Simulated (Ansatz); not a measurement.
Geometry relaxation, with input and output: TiSiH₄Cl₄O (part 1 of 2)

TiSiH₄Cl₄O, computed with RHF/def2-SVP (Ansatz 0.2.0).

The input holds or restrains some coordinates. It belongs to a series of runs on one base structure; here: pulled along the bonds that form and break, towards end B. Figures and captions count atoms from 1; the log counts them from 0 in places.

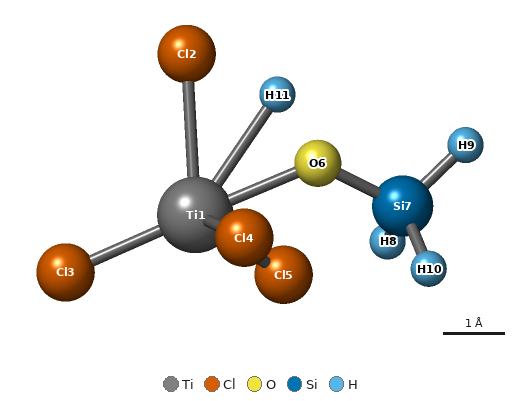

Figure 1. The starting structure (ball-and-stick view, seen on its broad side; atoms are numbered from 1 in the order of the input). Sticks mark near contacts. Bond lengths as drawn: Cl–Ti 2.37 to 2.72 Å, H–Si 1.46 Å, H–Ti 2.42 Å, O–Si 1.68 Å and O–Ti 2.22 Å.

Input file:
```yaml
crystal:
  periodic: [false, false, false]
  atoms:
    - { symbol: Ti, position_ang: [0.0, 0.0, 0.0] }
    - { symbol: Cl, position_ang: [0.0, 0.0, 2.72] }
    - { symbol: Cl, position_ang: [2.2349, 0.0, -0.7892] }
    - { symbol: Cl, position_ang: [-1.1163, 1.9339, -0.7892] }
    - { symbol: Cl, position_ang: [-1.1163, -1.9339, -0.7892] }
    - { symbol: O, position_ang: [-2.1067, 0.0, 0.7] }
    - { symbol: Si, position_ang: [-3.3467, -0.9102, 0.0243] }
    - { symbol: H, position_ang: [-2.8457, -2.2382, -0.3179] }
    - { symbol: H, position_ang: [-4.4387, -1.0354, 0.9852] }
    - { symbol: H, position_ang: [-3.8347, -0.249, -1.1825] }
    - { symbol: H, position_ang: [-1.4892, 0.0, 1.9123] }
basis:
  gaussian: { orbitals: def2-SVP }
hamiltonian:
  xc: hf
relax:
  f_tol: 0.15
  max_steps: 25
  restrain:
    - { distance: [0, 5], at: 1.92, k: 30.0 }
    - { distance: [10, 1], at: 1.37, k: 30.0 }
    - { distance: [0, 1], at: 3.57, k: 30.0 }
    - { distance: [10, 5], at: 2.21, k: 30.0 }
output:
  orbitals: {}
```

Hardware: 4 threads of AMD EPYC 7571, 16 GiB of memory available, shared host.

Command:
```bash
ansatz run input.yaml --threads 4 --pin off --max-ram 5120MiB --backend cpu --events-out ev --progress --plain --runs-dir out
```

Log:
```
The last accepted step is kept in [file] (removed where the run ends without a failure and the disk answers)
Engine: ansatz 0.2.0, x86_64-unknown-linux-gnu
Functional definition: HF
  exchange = exact_x
  correlation = 0
1612 factors; integrals over basis functions are off by at most 4.5e-4 eV
mean field evaluation 1: about -83029.8052 eV, gradient 5.7e1 eV
mean field evaluation 2: about -83029.9385 eV, gradient 5.7e1 eV
mean field evaluation 4: about -83039.2789 eV, gradient 3.4e1 eV
mean field evaluation 8: about -83042.1423 eV, gradient 4.1e-1 eV
mean field evaluation 16: about -83030.4439 eV, gradient 3.0e1 eV
mean field evaluation 32: about -83035.5988 eV, gradient 1.5e1 eV
mean field -83042.16854198 eV, -3051.7434059144 hartree, gradient 3.9e-5 eV, S^2 0.000000; 0 other end points of the search recorded, 0 dependent functions left out
the calculation of the forces begins
reference -83042.16854198 eV, -3051.7434059144 hartree; 58, 58 occupied and 97, 97 virtual orbitals, 1612 factors
relax step   1: F+E_penalty+E_count = -83042.16854198 eV  Δ(F+E_penalty+E_count) = +0.000e0 eV  max|allowed force component| = 6.981e0 eV/Å  E_restraint = 24.58761555 eV  max|allowed force component, restraints' pulls added| = 2.505e1 eV/Å  Δτ_max = 0.0000 Å  (89 SCF iters, accepted)
  distance Ti 0 - O 5 = 2.2200 Å
  distance H 10 - Cl 1 = 1.6941 Å
  distance Ti 0 - Cl 1 = 2.7200 Å
  distance H 10 - O 5 = 1.3605 Å
these checks for a lower state are left out or cut short: starts, cluster_reference, orbital_swaps, neighbouring_geometries, increment
1612 factors; integrals over basis functions are off by at most 4.7e-4 eV
mean field -83042.63375537 eV, -3051.7605021910 hartree, gradient 1.6e-5 eV, S^2 0.000000; 0 other end points of the search recorded, 0 dependent functions left out
[... from here on the field's lines of each further geometry are left out, up to the last ...]
relax step   2: F+E_penalty+E_count = -83042.63375537 eV  Δ(F+E_penalty+E_count) = -4.652e-1 eV  max|allowed force component| = 5.595e0 eV/Å  E_restraint = 10.39245376 eV  max|allowed force component, restraints' pulls added| = 1.926e1 eV/Å  Δτ_max = 0.1950 Å  (56 SCF iters, accepted)
relax step   3: F+E_penalty+E_count = -83043.48045853 eV  Δ(F+E_penalty+E_count) = -8.467e-1 eV  max|allowed force component| = 4.316e0 eV/Å  E_restraint = 2.90001316 eV  max|allowed force component, restraints' pulls added| = 9.495e0 eV/Å  Δτ_max = 0.1948 Å  (54 SCF iters, accepted)
relax step   4: F+E_penalty+E_count = -83044.95037840 eV  Δ(F+E_penalty+E_count) = -1.470e0 eV  max|allowed force component| = 2.240e0 eV/Å  E_restraint = 0.26496701 eV  max|allowed force component, restraints' pulls added| = 3.027e0 eV/Å  Δτ_max = 0.1932 Å  (54 SCF iters, accepted)
relax step   5: F+E_penalty+E_count = -83045.95405485 eV  Δ(F+E_penalty+E_count) = -1.004e0 eV  max|allowed force component| = 2.178e0 eV/Å  E_restraint = 0.08879834 eV  max|allowed force component, restraints' pulls added| = 1.149e0 eV/Å  Δτ_max = 0.1948 Å  (45 SCF iters, accepted)
relax step   6: F+E_penalty+E_count = -83046.59050086 eV  Δ(F+E_penalty+E_count) = -6.364e-1 eV  max|allowed force component| = 1.905e0 eV/Å  E_restraint = 0.07929602 eV  max|allowed force component, restraints' pulls added| = 7.630e-1 eV/Å  Δτ_max = 0.1949 Å  (50 SCF iters, accepted)
relax step   7: F+E_penalty+E_count = -83046.99541269 eV  Δ(F+E_penalty+E_count) = -4.049e-1 eV  max|allowed force component| = 1.816e0 eV/Å  E_restraint = 0.07972551 eV  max|allowed force component, restraints' pulls added| = 6.216e-1 eV/Å  Δτ_max = 0.1950 Å  (42 SCF iters, accepted)
relax step   8: F+E_penalty+E_count = -83047.33312514 eV  Δ(F+E_penalty+E_count) = -3.377e-1 eV  max|allowed force component| = 1.806e0 eV/Å  E_restraint = 0.09579030 eV  max|allowed force component, restraints' pulls added| = 4.859e-1 eV/Å  Δτ_max = 0.2000 Å  (42 SCF iters, accepted)
relax step   9: F+E_penalty+E_count = -83047.57241033 eV  Δ(F+E_penalty+E_count) = -2.393e-1 eV  max|allowed force component| = 1.760e0 eV/Å  E_restraint = 0.10343775 eV  max|allowed force component, restraints' pulls added| = 3.006e-1 eV/Å  Δτ_max = 0.1976 Å  (42 SCF iters, accepted)
relax step  10: F+E_penalty+E_count = -83047.70196438 eV  Δ(F+E_penalty+E_count) = -1.296e-1 eV  max|allowed force component| = 1.765e0 eV/Å  E_restraint = 0.11104677 eV  max|allowed force component, restraints' pulls added| = 2.011e-1 eV/Å  Δτ_max = 0.1999 Å  (43 SCF iters, accepted)
relax step  11: F+E_penalty+E_count = -83047.78714774 eV  Δ(F+E_penalty+E_count) = -8.518e-2 eV  max|allowed force component| = 1.811e0 eV/Å  E_restraint = 0.11477244 eV  max|allowed force component, restraints' pulls added| = 3.064e-1 eV/Å  Δτ_max = 0.2000 Å  (43 SCF iters, accepted)
relax step  12: F+E_penalty+E_count = -83047.82881165 eV  Δ(F+E_penalty+E_count) = -4.166e-2 eV  max|allowed force component| = 1.878e0 eV/Å  E_restraint = 0.10433498 eV  max|allowed force component, restraints' pulls added| = 1.131e0 eV/Å  Δτ_max = 0.1965 Å  (43 SCF iters, accepted)
relax step  13: F+E_penalty+E_count = -83047.91500612 eV  Δ(F+E_penalty+E_count) = -8.619e-2 eV  max|allowed force component| = 1.851e0 eV/Å  E_restraint = 0.11590000 eV  max|allowed force component, restraints' pulls added| = 7.086e-1 eV/Å  Δτ_max = 0.2000 Å  (43 SCF iters, accepted)
relax step  14: F+E_penalty+E_count = -83047.98061674 eV  Δ(F+E_penalty+E_count) = -6.561e-2 eV  max|allowed force component| = 1.854e0 eV/Å  E_restraint = 0.12391725 eV  max|allowed force component, restraints' pulls added| = 3.703e-1 eV/Å  Δτ_max = 0.2000 Å  (44 SCF iters, accepted)
relax step  15: F+E_penalty+E_count = -83047.99762818 eV  Δ(F+E_penalty+E_count) = -1.701e-2 eV  max|allowed force component| = 1.886e0 eV/Å  E_restraint = 0.11833661 eV  max|allowed force component, restraints' pulls added| = 5.052e-1 eV/Å  Δτ_max = 0.1913 Å  (44 SCF iters, accepted)
the calculation of the forces begins
reference -83048.03543736 eV, -3051.9590103429 hartree; 58, 58 occupied and 97, 97 virtual orbitals, 1609 factors
relax step  16: F+E_penalty+E_count = -83048.03543736 eV  Δ(F+E_penalty+E_count) = -3.781e-2 eV  max|allowed force component| = 2.051e0 eV/Å  E_restraint = 0.13837966 eV  max|allowed force component, restraints' pulls added| = 1.250e-1 eV/Å  Δτ_max = 0.1449 Å  (43 SCF iters, accepted)
  distance Ti 0 - O 5 = 1.8366 Å
  distance H 10 - Cl 1 = 1.3230 Å
  distance Ti 0 - Cl 1 = 3.5770 Å
  distance H 10 - O 5 = 2.2119 Å
1609 factors; integrals over basis functions are off by at most 9.8e-4 eV
mean field evaluation 192: about -83048.0319 eV, gradient 9.9e-1 eV
```

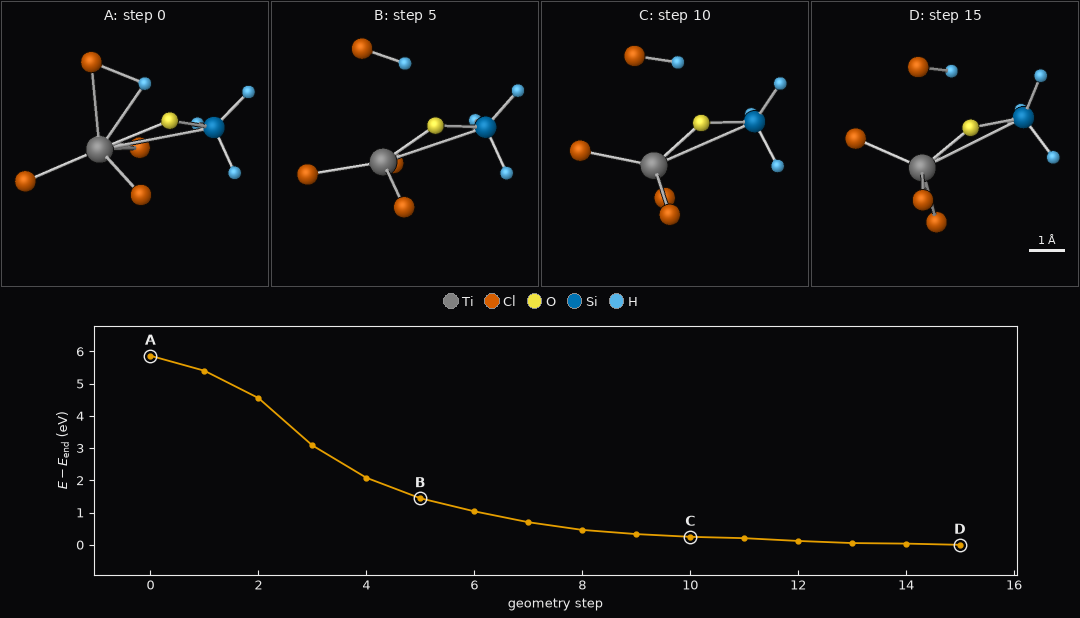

Figure 2. Frames of the restrained relaxation (ball-and-stick view, seen at a tilt) above the curves, on which the letters mark them (the first geometry is step 0 here and step 1 in the log).

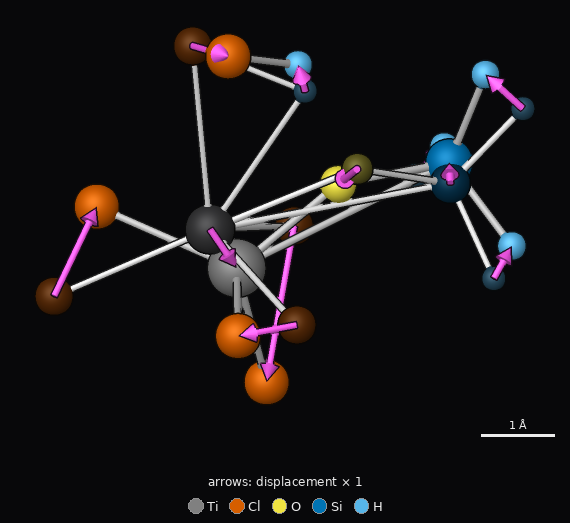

Figure 3. Start (faint) and end (solid) with the displacements as pink arrows, at true length (ball-and-stick view, seen at a tilt). The two geometries are laid on each other by the best rigid fit. Cl5 moves most after the best rigid fit: 2.23 Å. By element the largest moves are Cl 2.23 Å, O 0.78 Å, H 0.73 Å, Ti 0.68 Å, Si 0.37 Å. Distances before and after: Ti1–Cl2 2.720 → 3.577 Å, Ti1–H11 2.424 → 3.154 Å, Ti1–O6 2.220 → 1.837 Å, Cl2–H11 1.694 → 1.323 Å. New bonds form: Cl2–H11 (1.69 → 1.32 Å). Bonds break: Ti1–Cl2 (2.72 → 3.58 Å). Among the angles that change: Cl3–Ti1–O6 178.9° → 113.7°, Cl4–Ti1–O6 70.0° → 111.9°, Cl5–Ti1–Si7 48.2° → 89.3°. Over 15 geometry steps the energy falls by 5.867 eV. Largest force component: 7 eV/Å at the start, 2.1 eV/Å at the end. (Atoms are counted from 1 in the order of the input.)

```
mean field -83048.03543736 eV, -3051.9590103429 hartree, gradient 2.6e-5 eV, S^2 0.000000; 1 other end points of the search recorded, 0 dependent functions left out
the calculation of the forces begins
reference -83048.03543736 eV, -3051.9590103429 hartree; 58, 58 occupied and 97, 97 virtual orbitals, 1609 factors
Total energy: -83048.03543736 eV, -3051.9590103429 hartree
Atom 0 at    -0.296488    -0.063356    -0.606503 Å, force    -2.051111    -0.810322     0.939981 eV/Å
Atom 1 at    -0.493989     1.001036     2.802755 Å, force    -1.113006    -0.871255    -0.431815 eV/Å
Atom 2 at     1.538398    -0.884730     0.233297 Å, force     0.007755     0.007904     0.036153 eV/Å
Atom 3 at    -0.220114     2.092225    -0.899368 Å, force     0.026747     0.038479     0.024038 eV/Å
Atom 4 at    -0.537674    -0.961014    -2.585162 Å, force     0.020190     0.026637     0.007070 eV/Å
Atom 5 at    -1.814566    -0.579644     0.288943 Å, force     1.972432     0.663243    -1.192907 eV/Å
Atom 6 at    -3.370047    -1.187437     0.233364 Å, force     0.050547     0.013572     0.020307 eV/Å
Atom 7 at    -3.318457    -2.642574     0.000991 Å, force    -0.003830    -0.014695     0.006766 eV/Å
Atom 8 at    -3.997960    -0.896595     1.539639 Å, force    -0.013321    -0.018776    -0.027567 eV/Å
Atom 9 at    -4.109359    -0.521606    -0.854556 Å, force    -0.038798     0.007535    -0.007309 eV/Å
Atom 10 at    -1.439147     0.210896     2.320398 Å, force     1.142395     0.957679     0.625283 eV/Å
Dipole moment:    -0.488756    -0.243451     0.015260 e Å
```
